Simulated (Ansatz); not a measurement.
**C₂H₇NOSi: reading failed and doubtful runs**

Aim: try 3 inputs for C₂H₇NOSi as typed, read how each ends, and find what has to change.

Computed with Ansatz 0.2.0, Gaussian basis. Level: the settings change from run to run.

## (1) The geometry

The geometry comes from an earlier relaxation with PBE0-D4 in a triple-zeta def2 set; it is a stationary point, not always the lowest conformer.

SMILES `NC1([SiH3])CO1`, 12 atoms, charge 0, spin multiplicity 1.

Atoms are counted from 1 here; the program's logs count them from 0.

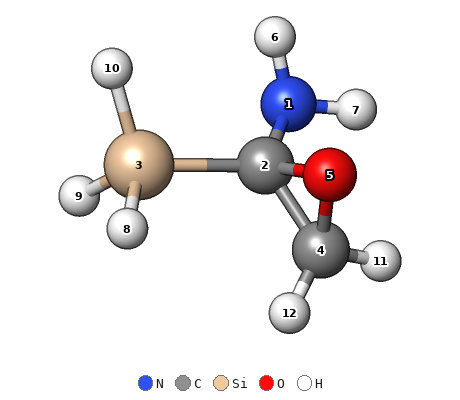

The structure; nitrogen blue, carbon grey, silicon light orange, oxygen red, hydrogen white; atoms are numbered from 1 in the order of the file.

## (2) Attempt 1

The input, in.yaml:

```yaml
crystal:
  periodic: [false, false, false]
  atoms:
    - {symbol: N, position_ang: [-1.005271, 1.202410, 0.281452]}
    - {symbol: C, position_ang: [-0.274903, 0.043488, -0.050278]}
    - {symbol: Si, position_ang: [1.593161, 0.270403, -0.147842]}
    - {symbol: C, position_ang: [-0.821581, -1.268713, 0.285728]}
    - {symbol: O, position_ang: [-0.811755, -0.850458, -1.066017]}
    - {symbol: H, position_ang: [-0.871188, 1.942453, -0.395048]}
    - {symbol: H, position_ang: [-1.997061, 1.023520, 0.379669]}
    - {symbol: H, position_ang: [2.201102, -1.011909, -0.580341]}
    - {symbol: H, position_ang: [2.135176, 0.668773, 1.176281]}
    - {symbol: H, position_ang: [1.901639, 1.338891, -1.136243]}
    - {symbol: H, position_ang: [-1.804707, -1.310637, 0.754012]}
    - {symbol: H, position_ang: [-0.167612, -2.103420, 0.532628]}
basis:
  gaussian: {orbitals: def2-TZVPP, final_grid: {core_spheres: 1, valence_spheres: 1, degree: 3}}
magnetization: {spin_polarized: true, initial_magnetization: 0}
hamiltonian: {xc: {name: wB97M-V}}
accuracy: high
scf: {lower_state_search: full}
```

Run with:

```sh
$ ansatz run in.yaml --threads 4 --pin off --events-out ev --progress --plain --max-ram 10444MiB
```

Output (excerpt; [...] marks lines left out):

```text
Functional definition: wB97M-V
  name "wB97M-V"
  cite "Mardirossian & Head-Gordon, J. Chem. Phys. 144, 214110 (2016) doi:10.1063/1.4952647"
  cite "Becke, J. Chem. Phys. 107, 8554 (1997) doi:10.1063/1.475007"
  cite "Vydrov & Van Voorhis, J. Chem. Phys. 133, 244103 (2010) doi:10.1063/1.3521275"
  # Of w^i u^j: cxij and so on, Table III.
[...]
  gx(w, u) = 1 - cx + cx01*u + cx10*w
  gss(w, u) = css00 + css04*u^4 + css10*w + css20*w^2 + css43*w^4*u^3
  gos(w, u) = cos00 + cos10*w + (cos20 + cos21*u)*w^2 + (cos60 + cos61*u)*w^6
[...]
      + integral(e_c_pw_mod_opposite_spin*gos(b97_w_opposite, b97_u_opposite)) + vv10(b, c)
4771 factors; integrals over basis functions are off by at most 3.6e-8 eV
521 factors; integrals over basis functions are off by at most 2.2e-9 eV
[...]
mean field -13613.50069942 eV, -500.2869231415 hartree, gradient 8.4e-8 eV, S^2 0.000000; 0 other end points of the search recorded, 0 dependent functions left out
reference -13613.50073396 eV, -500.2869244107 hartree; 24, 24 occupied and 240, 240 virtual orbitals, 4771 factors
Total energy: -13613.50073396 eV, -500.2869244107 hartree
```

It took 52 s on 4 threads of Intel Xeon 6975P-C, shared host; peak memory 2.6 GiB.

Diagnosis: It ended without an error, which proves nothing about the input. The integration grid is far too coarse. Its energy carries the error of the grid. To mend it, drop final_grid and take the default grid.

## (3) Attempt 2

The input, in.yaml:

```yaml
crystal:
  periodic: [false, false, false]
  atoms:
    - {symbol: N, position_ang: [-1.005271, 1.202410, 0.281452]}
    - {symbol: C, position_ang: [-0.274903, 0.043488, -0.050278]}
    - {symbol: Si, position_ang: [1.593161, 0.270403, -0.147842]}
    - {symbol: C, position_ang: [-0.821581, -1.268713, 0.285728]}
    - {symbol: Xx, position_ang: [-0.811755, -0.850458, -1.066017]}
    - {symbol: H, position_ang: [-0.871188, 1.942453, -0.395048]}
    - {symbol: H, position_ang: [-1.997061, 1.023520, 0.379669]}
    - {symbol: H, position_ang: [2.201102, -1.011909, -0.580341]}
    - {symbol: H, position_ang: [2.135176, 0.668773, 1.176281]}
    - {symbol: H, position_ang: [1.901639, 1.338891, -1.136243]}
    - {symbol: H, position_ang: [-1.804707, -1.310637, 0.754012]}
    - {symbol: H, position_ang: [-0.167612, -2.103420, 0.532628]}
basis:
  gaussian: {orbitals: "6-31++G**"}
hamiltonian: {xc: {name: PBE0-DH}}
```

Same command.

Output:

```text
Error: YAML parse error: error: line 8 column 16: `Xx` is not an element symbol (H … Og, case-exact)
  --> <input>:8:16
   |
 6 |     - {symbol: Si, position_ang: [1.593161, 0.270403, -0.147842]}
 7 |     - {symbol: C, position_ang: [-0.821581, -1.268713, 0.285728]}
 8 |     - {symbol: Xx, position_ang: [-0.811755, -0.850458, -1.066017]}
   |                ^ `Xx` is not an element symbol (H … Og, case-exact)
 9 |     - {symbol: H, position_ang: [-0.871188, 1.942453, -0.395048]}
10 |     - {symbol: H, position_ang: [-1.997061, 1.023520, 0.379669]}
   |
```

Run time: 0.05 s. Hardware: 4 threads of Intel Xeon 6975P-C, shared host.

What is wrong: The program refused the input. An element symbol is wrong. Fix: correct the symbol.

## (4) Attempt 3

The input, in.yaml:

```yaml
crystal:
  periodic: [false, false, false]
  atoms:
    - {symbol: N, position_ang: [-1.005271, 1.202410, 0.281452]}
    - {symbol: C, position_ang: [-0.274903, 0.043488, -0.050278]}
    - {symbol: Si, position_ang: [1.593161, 0.270403, -0.147842]}
    - {symbol: C, position_ang: [-0.821581, -1.268713, 0.285728]}
    - {symbol: O, position_ang: [-0.811755, -0.850458, -1.066017]}
    - {symbol: H, position_ang: [-0.871188, 1.942453, -0.395048]}
    - {symbol: H, position_ang: [-1.997061, 1.023520, 0.379669]}
    - {symbol: H, position_ang: [2.201102, -1.011909, -0.580341]}
    - {symbol: H, position_ang: [2.135176, 0.668773, 1.176281]}
    - {symbol: H, position_ang: [1.901639, 1.338891, -1.136243]}
    - {symbol: H, position_ang: [-1.804707, -1.310637, 0.754012]}
    - {symbol: H, position_ang: [-0.167612, -2.103420, 0.532628]}
basis:
  gaussian: {orbitals: 6-31G, final_grid: {core_spheres: 5, valence_spheres: 4, degree: 11}, point_charges: [{charge: 0.50, position_ang: [5.643, 0.477, 0.650]}]}
total_charge: 3
magnetization: {spin_polarized: true, initial_magnetization: 1}
hamiltonian: {xc: {name: B2PLYP}}
accuracy: high
output: {forces: true}
```

Launched as before.

Output (excerpt; [...] marks lines left out):

```text
Functional definition: B2PLYP
  name "B2PLYP"
  cite "Grimme, J. Chem. Phys. 124, 034108 (2006) doi:10.1063/1.2148954"
  cite "Becke, Phys. Rev. A 38, 3098 (1988) doi:10.1103/PhysRevA.38.3098"
  cite "Lee, Yang & Parr, Phys. Rev. B 37, 785 (1988) doi:10.1103/PhysRevB.37.785"
[...]
1683 factors; integrals over basis functions are off by at most 3.8e-9 eV
[...]
mean field -13530.32106299 eV, -497.2301278837 hartree, gradient 5.4e-8 eV, S^2 1.787113; 6 other end points of the search recorded, 0 dependent functions left out
9 core orbitals not correlated: weight in the atoms' cores, before any rotation towards them, 1.000 or more for the frozen orbitals, at most 0.000 for the correlated occupied ones
reference -13530.32108843 eV, -497.2301288188 hartree; 14, 13 occupied and 40, 41 virtual orbitals, 1683 factors
second order -13.98181338 eV of doubles, -0.00000000 eV of singles
[...]
Atom 2 at     1.593161     0.270403    -0.147842 Å, force     1.043952    -3.915238     1.212674 eV/Å
Atom 3 at    -0.821581    -1.268713     0.285728 Å, force     0.283740    -1.385851     1.870028 eV/Å
Atom 4 at    -0.811755    -0.850458    -1.066017 Å, force    -1.813752    -1.322720    -3.602631 eV/Å
Atom 5 at    -0.871188     1.942453    -0.395048 Å, force     0.322639     2.274745     0.395871 eV/Å
Atom 6 at    -1.997061     1.023520     0.379669 Å, force    -1.459323     0.563182     1.653787 eV/Å
Atom 7 at     2.201102    -1.011909    -0.580341 Å, force     0.001524    -0.115934    -0.657820 eV/Å
Atom 8 at     2.135176     0.668773     1.176281 Å, force     0.407765     1.485138     0.892660 eV/Å
Atom 9 at     1.901639     1.338891    -1.136243 Å, force     1.074406     2.551889    -1.654109 eV/Å
Atom 10 at    -1.804707    -1.310637     0.754012 Å, force    -1.000503    -0.602308     0.239824 eV/Å
Atom 11 at    -0.167612    -2.103420     0.532628 Å, force    -0.027092    -0.885555     0.064815 eV/Å
Dipole moment:    -0.086597     0.594648     0.279210 e Å
```

Wall time 5.5 s (4 threads of Intel Xeon 6975P-C, shared host).

Diagnosis: It ended without an error, which proves nothing about the input. The charge is far from anything that the molecule holds. The typed spin has to follow the charge. It asks for charge +3; the species has 0. Its energy belongs to another ion. To mend it, type the charge that the molecule really has, and remove the point charge.

## (5) How the tries ended

```
attempt               level      ended                                                    cause    time
      1  wB97M-V/def2-TZVPP  converged                   the integration grid is far too coarse    52 s
      2   PBE0-DH/6-31++G**    refused                               an element symbol is wrong  0.05 s
      3        B2PLYP/6-31G  converged  the charge is far from anything that the molecule holds   5.5 s
```

**Reading.** 2 converged, 1 refused. A refusal costs next to no computing time. The dangerous case is the input that converges on a wrong geometry, charge, spin, basis or grid: often only a look at the input shows it.
